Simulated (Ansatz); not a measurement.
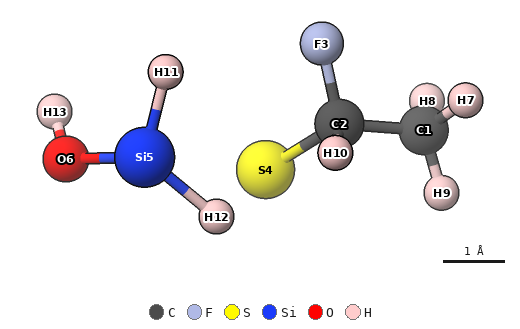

The structure (ball-and-stick view, seen at a tilt; atoms are numbered from 1 in the order of the input).

**Phonon calculation of C2H7FOSSi**

The run: phonon calculation of C2H7FOSSi. Method and program: RKS BHLYP/6-31G* (Ansatz 0.2.0).

It belongs to a series of runs on one base structure; here: vibrations at the highest image of the band. Figures and captions count atoms from 1; the log counts them from 0 in places.

**Input file**
```yaml
crystal:
  periodic: [false, false, false]
  atoms:
    - { symbol: C, position_ang: [-0.256462, -2.365341, 0.049865] }
    - { symbol: C, position_ang: [0.204162, -0.945996, -0.174879] }
    - { symbol: F, position_ang: [0.124878, -0.673452, -1.520404] }
    - { symbol: S, position_ang: [-0.798164, 0.23986, 0.765135] }
    - { symbol: Si, position_ang: [0.700717, 2.315206, 0.227809] }
    - { symbol: O, position_ang: [-0.340879, 3.571739, 0.430523] }
    - { symbol: H, position_ang: [0.347744, -3.034494, -0.556941] }
    - { symbol: H, position_ang: [-1.295706, -2.473835, -0.244329] }
    - { symbol: H, position_ang: [-0.155786, -2.64364, 1.09345] }
    - { symbol: H, position_ang: [1.246012, -0.823426, 0.112458] }
    - { symbol: H, position_ang: [0.725256, 1.951649, -1.20953] }
    - { symbol: H, position_ang: [0.521435, 1.126569, 1.28698] }
    - { symbol: H, position_ang: [-1.002809, 3.72036, -0.245438] }
basis:
  gaussian: { orbitals: "6-31G*" }
hamiltonian:
  xc: { name: BHLYP }
phonons: {}
```

Run on 2 threads of Arm Neoverse N1, 24 GiB of memory available, shared host.

Launch command:
```bash
ansatz run input.yaml --threads 2 --pin off --max-ram 3072MiB --backend cpu --events-out ev --progress --plain --runs-dir out
```

**The program's output**
```
Engine: ansatz 0.2.0, aarch64-unknown-linux-gnu
Functional definition: BHLYP
  parameter a = 0.5
  exchange = (1 - a)*b88_x + a*exact_x
  correlation = lyp_c
1189 factors; integrals over basis functions are off by at most 4.7e-4 eV
mean field evaluation 1: about -25653.9818 eV, gradient 5.1e1 eV
mean field evaluation 2: about -25653.1855 eV, gradient 5.6e1 eV
mean field evaluation 4: about -25658.8207 eV, gradient 1.9e0 eV
mean field evaluation 8: about -25658.8947 eV, gradient 2.1e-1 eV
mean field evaluation 16: about -25658.8949 eV, gradient 1.9e-4 eV
mean field -25658.89489496 eV, -942.9469951661 hartree, gradient 4.1e-5 eV, S^2 0.000000; 0 other end points of the search recorded, 0 dependent functions left out
the calculation of the forces begins
reference -25658.89506248 eV, -942.9470013224 hartree; 33, 33 occupied and 79, 79 virtual orbitals, 1189 factors
these checks for a lower state are left out or cut short: stability, starts, cluster_reference, orbital_swaps, neighbouring_geometries, increment
1189 factors; integrals over basis functions are off by at most 4.7e-4 eV
mean field -25658.89470570 eV, -942.9469882111 hartree, gradient 2.2e-6 eV, S^2 0.000000; 0 other end points of the search recorded, 0 dependent functions left out
[... from here on the field's lines of each further geometry are left out, up to the last ...]
the calculation of the forces begins
reference -25658.89497361 eV, -942.9469980564 hartree; 33, 33 occupied and 79, 79 virtual orbitals, 1189 factors
these checks for a lower state are left out or cut short: stability, starts, cluster_reference, orbital_swaps, neighbouring_geometries, increment
1189 factors; integrals over basis functions are off by at most 4.7e-4 eV
mean field -25658.89481346 eV, -942.9469921710 hartree, gradient 1.8e-6 eV, S^2 0.000000; 0 other end points of the search recorded, 0 dependent functions left out
the calculation of the forces begins
reference -25658.89498102 eV, -942.9469983287 hartree; 33, 33 occupied and 79, 79 virtual orbitals, 1189 factors
WARN: phonons: modes at or below zero, which the zero-point energy, F, S and C_V leave out: 1, the lowest at -1097.63 cm⁻¹. A minimum has none, and a first-order saddle one
Total energy: -25658.89506248 eV, -942.9470013224 hartree
Atom 0 at    -0.256462    -2.365341     0.049865 Å, force    -0.000201     0.000330     0.000326 eV/Å
Atom 1 at     0.204162    -0.945996    -0.174879 Å, force     0.000484    -0.000838     0.001722 eV/Å
Atom 2 at     0.124878    -0.673452    -1.520404 Å, force    -0.000203     0.000278    -0.001432 eV/Å
Atom 3 at    -0.798164     0.239860     0.765135 Å, force     0.000858     0.000201     0.000005 eV/Å
Atom 4 at     0.700717     2.315206     0.227809 Å, force    -0.000277    -0.000356    -0.001599 eV/Å
Atom 5 at    -0.340879     3.571739     0.430523 Å, force     0.000076     0.002255     0.002536 eV/Å
Atom 6 at     0.347744    -3.034494    -0.556941 Å, force     0.000062    -0.000251    -0.000142 eV/Å
Atom 7 at    -1.295706    -2.473835    -0.244329 Å, force     0.000245     0.000288    -0.000266 eV/Å
Atom 8 at    -0.155786    -2.643640     1.093450 Å, force    -0.000158    -0.000006    -0.000158 eV/Å
Atom 9 at     1.246012    -0.823426     0.112458 Å, force    -0.000386     0.000034    -0.000185 eV/Å
Atom 10 at     0.725256     1.951649    -1.209530 Å, force    -0.000025    -0.000140    -0.000030 eV/Å
Atom 11 at     0.521435     1.126569     1.286980 Å, force    -0.000524    -0.000270     0.000610 eV/Å
Atom 12 at    -1.002809     3.720360    -0.245438 Å, force     0.000049    -0.001527    -0.001387 eV/Å
Dipole moment:     0.144348    -0.095999    -0.134628 e Å
Vibrations: -1097.63 42.21 71.50 91.97 143.21 261.81 281.26 356.74 388.49 419.95 483.55 643.64 718.06 759.43 895.77 955.09 995.69 1046.72 1087.41 1169.74 1198.31 1392.38 1434.46 1496.79 1562.74 1573.60 1633.01 2288.30 3160.21 3164.57 3236.88 3252.31 3943.95 cm⁻¹, zero-point energy 2.488967 eV
```

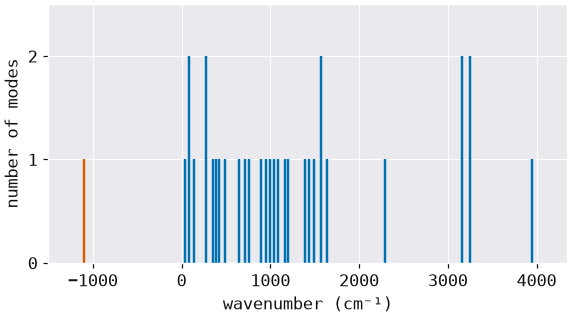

Harmonic vibrational wavenumbers from the force constants; neighbouring modes closer than 23 cm⁻¹ are counted in one stick, and imaginary ones are drawn at negative wavenumbers. 33 modes from 1098i to 3944 cm⁻¹, 1 imaginary beyond 8i (1098i cm⁻¹): a first-order saddle point, if the geometry is stationary.

**Results in brief**

```tsv
quantity	value
outcome	converged
total energy	−25658.8951 eV
mean-field energy	−25658.8951 eV
largest force (length of the vector)	0.003 eV/Å
wall time	5.6 min (CPU time 11 min)
peak memory	0.27 GiB
```
